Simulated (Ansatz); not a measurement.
**AlO₂ (quartet): from Hartree-Fock to the top rungs at a displaced geometry (v1), cc-pVDZ**

Aim: climb from Hartree-Fock through coupled cluster for AlO₂ (quartet) at one geometry and basis, and see what each rung misses.

Program: Ansatz 0.2.0, Gaussian basis. Level of theory: cc-pVDZ, core rule «outside noble gas», up to 7 orbitals frozen. These are calculated values, not measurements.

To be run: UHF; CCSD(T) on ROHF; CCSD(T) on UHF; BCCD(T) on ROHF; CISD as a restricted active space (open shells left free, so some higher excitations enter); CCSDT(Q) on ROHF; CCSDT(Q) on UHF.

41 further runs of the same task are left out: 16 for a known fault of the program, 14 that didn't finish, 11 set aside as unsound or not needed. Runs told in other sessions of the task aren't counted.

## 1. What is computed

The geometry is a PBE0/def2-TZVP stationary point (not a proven minimum) with its atoms shifted at random (size 0.040 Å).

3 atoms, charge 0, spin multiplicity 4.

Atoms are counted from 1 here; the program's logs count them from 0.

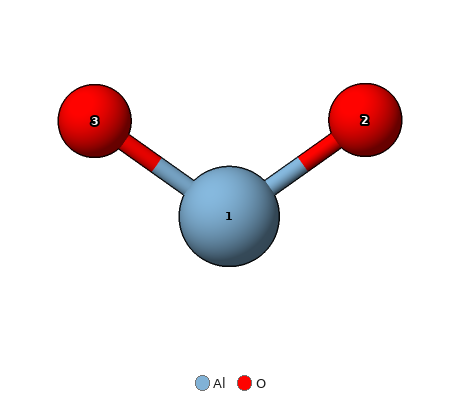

The geometry (aluminium light blue, oxygen red); atoms are numbered from 1 in the order of the file.

## 2. UHF

The input, in.yaml:

```yaml
crystal:
  periodic: [false, false, false]
  atoms:
    - {symbol: Al, position_ang: [-0.012559, -0.548084, 0.017610]}
    - {symbol: O, position_ang: [-0.013392, 0.432492, -1.439386]}
    - {symbol: O, position_ang: [0.034572, 0.491802, 1.409687]}
basis:
  gaussian: {orbitals: cc-pVDZ}
magnetization: {spin_polarized: true, initial_magnetization: 3}
hamiltonian: {xc: hf}
output: {orbitals: {seedname: orbitals}}
```

The run is started by

```
> ansatz run in.yaml --threads 1 --pin off --events-out ev --progress --plain --max-ram 2393MiB
```

After this run come: CCSD(T) on ROHF; CCSD(T) on UHF; BCCD(T) on ROHF; CISD as a restricted active space (open shells left free, so some higher excitations enter); CCSDT(Q) on ROHF; CCSDT(Q) on UHF.

**Question.** What will the summary of the whole plan be? Wanted: UCCSDT(Q) from the RHF energy; RMP2 from UCCSDT(Q); UMP2 from UCCSDT(Q); RCCSD from UCCSDT(Q); RCCSD(T) from UCCSDT(Q); UCCSD(T) from UCCSDT(Q); RCCSDT(Q) from UCCSDT(Q); T1 diagnostic.

As calculated:

| quantity | value |
| --- | --- |
| UCCSDT(Q) from the ROHF energy | -9.7382 eV |
| RMP2 from UCCSDT(Q) | +945.5 meV |
| UMP2 from UCCSDT(Q) | +945.4 meV |
| RCCSD from UCCSDT(Q) | +242.3 meV |
| RCCSD(T) from UCCSDT(Q) | +54.8 meV |
| UCCSD(T) from UCCSDT(Q) | +53.7 meV |
| RCCSDT(Q) from UCCSDT(Q) | +4.8 meV |
| levels within 1 kcal/mol (43 meV) | RCCSDT, UCCSDT, RCCSDT(Q) |
| T1 diagnostic | 0.025 |

What this shows: RCCSD(T) lands +54.8 meV from the yardstick (0.6 % of the correlation energy). These misses are within one basis, not against nature; the frozen cores of restricted and unrestricted runs differ, which can shift their rows.

With open shells the CI space here admits some higher excitations, so it is larger than plain CISD.
